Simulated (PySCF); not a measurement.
## Electronic structure of F$_{3}$H$_{3}$HfN (charge +1) in real space

The calculation's input:

```
mol = gto.M(atom='''
Hf     0.06944    -0.06944     0.06944
F      1.04730     1.20108     1.04730
F     -1.20108    -1.04730     1.04730
F      1.04730    -1.04730    -1.20108
N     -1.24230     1.24230    -1.24230
H     -1.86449     1.86449    -0.70777
H     -0.70777     1.86449    -1.86449
H     -1.86449     0.70777    -1.86449''',
    basis={'Hf': 'def2-SVP', 'F': 'def2-SVP', 'N': 'def2-SVP', 'H': 'def2-SVP'},
    ecp={'Hf': 'def2-SVP'},
    charge=1, spin=0)
mf = dft.RKS(mol, xc='PBE0')
mf.grids.atom_grid = (75, 302)  # f atoms: at least (60, 302), unpruned
mf = mf.density_fit()  # Hf def2-universal-JKFIT, F def2-universal-JKFIT, N def2-universal-JKFIT, H def2-universal-JKFIT
mf.conv_tol = 1e-09; mf.max_cycle = 55
mf.kernel(dm0)
```

Launched as:

```sh
OMP_NUM_THREADS=2 python run.py
```

Core potentials replace the inner electrons of Hf.

The calculation used RKS PBE0, Hf def2-SVP with ECP60, F def2-SVP, N def2-SVP, H def2-SVP; non-relativistic Hamiltonian with scalar-relativistic core potentials where named; density fitting (PySCF).

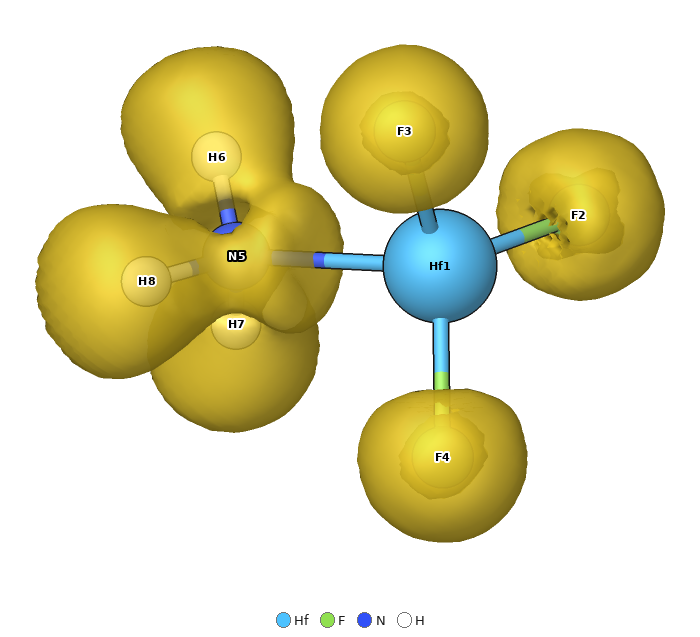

Figure 1. Isosurface of the electron localisation function at 0.75 (yellow), seen at an oblique angle. Core shells and regions of very low density are left out.

Describe the localisation domains.

The surface consists of three regions wrapped around F (the valence shell of each) and one joined region spread over several atoms (H, N), in which their bonds and any lone pairs are merged.


Hf–F (1.88 Å): the ELF peaks at about 0.80 in the valence shell of F, 0.5 Å from its nucleus, and drops to about 0.20 between the two atoms. Hf–N (2.27 Å): the ELF peaks at about 0.95 in the valence shell of N, 0.7 Å from its nucleus, and is about 0.25 at the midpoint.

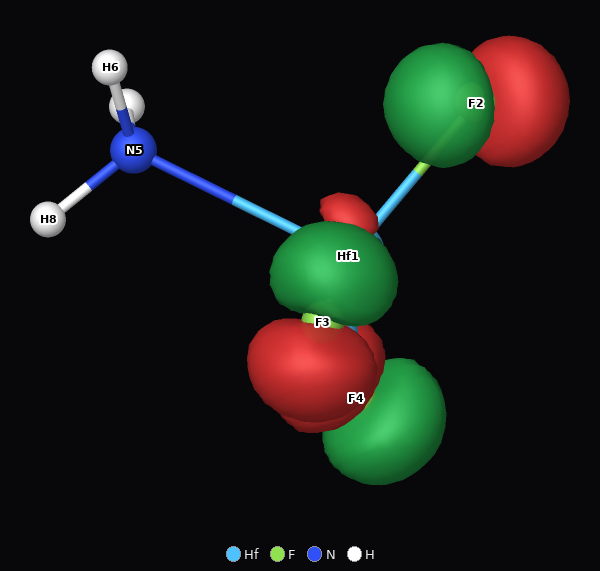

Figure 2. The HOMO at ±0.2 Å⁻³ᐟ² (green and red are the two phases), seen at an oblique angle.

What is the character of this orbital?

Its weight (Hirshfeld) is mainly on F2 (about 30 %), F3 (about 30 %), F4 (about 30 %) and Hf1 (about 10 %); largely a combination of lone pairs on F2, F3 and F4. It is one of a degenerate set, so its orientation is arbitrary. Its energy is −16.80 eV.

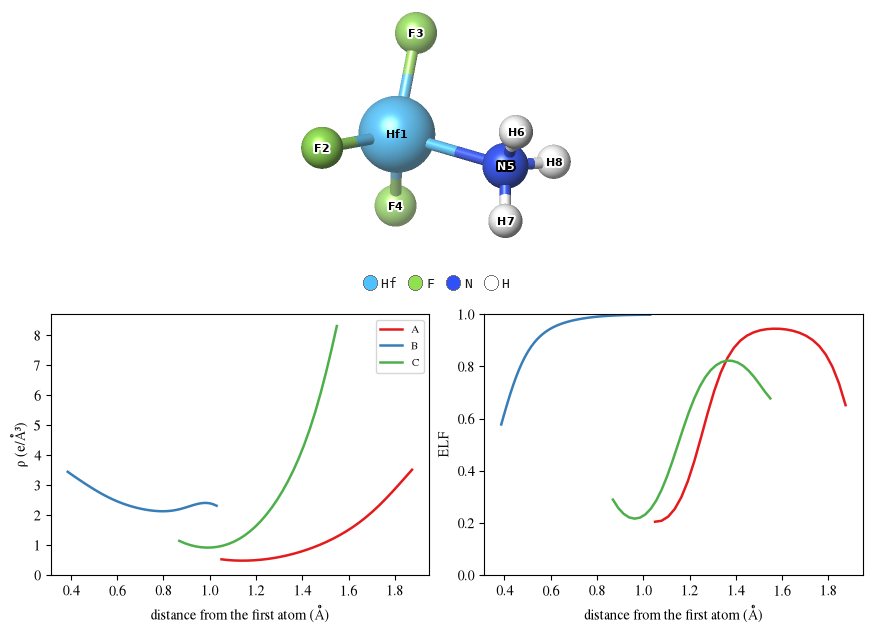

Figure 3. Electron density and ELF along straight lines between neighbouring atoms. The curves leave out the atomic cores. The structure is drawn too.

Which curve belongs to which contact (Hf–F, Hf–N and N–H)? The first atom named is at distance zero.

Curve A: Hf–N (2.27 Å): the density is about 0.48 e/Å³ at the midpoint; the ELF peaks at about 0.95 in the valence shell of N, 0.7 Å from its nucleus, and is about 0.25 at the midpoint. Curve B: N–H (1.03 Å): the density is about 2.8 e/Å³ at the midpoint; the ELF climbs to about 1 towards the hydrogen, as it does in any bond to H (an ordinary covalent bond to hydrogen). Curve C: Hf–F (1.88 Å): ρ at the midpoint is about 0.96 e/Å³; the ELF peaks at about 0.80 in the valence shell of F, 0.5 Å from its nucleus, and drops to about 0.20 between the two atoms.

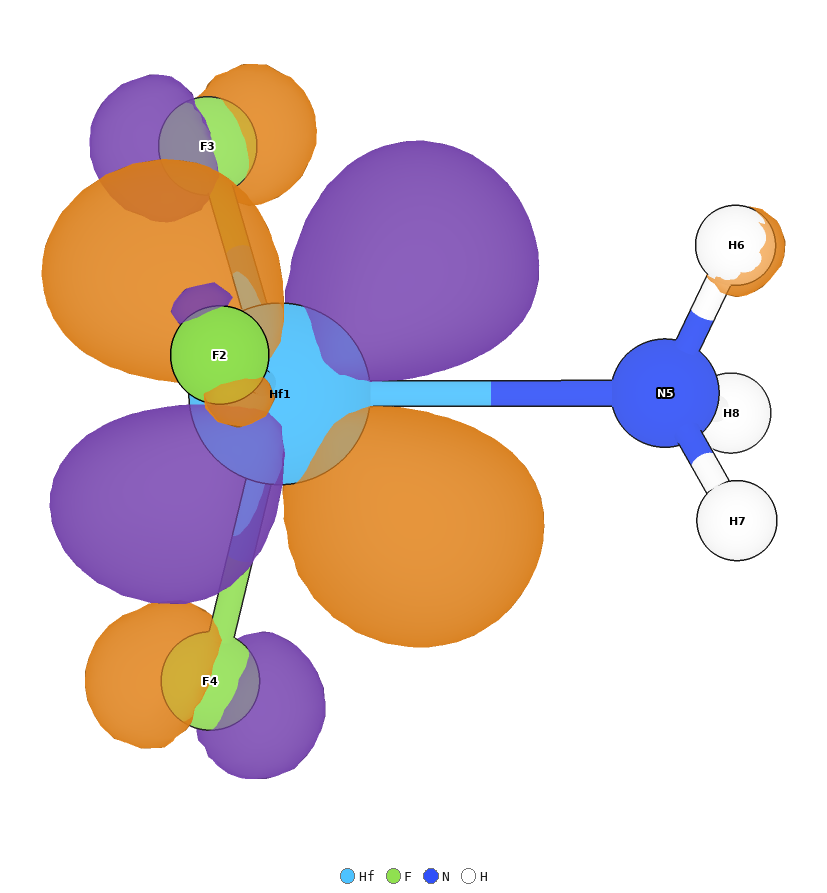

Figure 4. The LUMO at ±0.15 Å⁻³ᐟ² (orange and purple are the two phases), seen across its widest extent.

What is the character of this orbital?

By Hirshfeld shares it lies mainly on Hf1 (about 75 %). It is one of a degenerate set, so its orientation is arbitrary. Its energy is −6.56 eV.
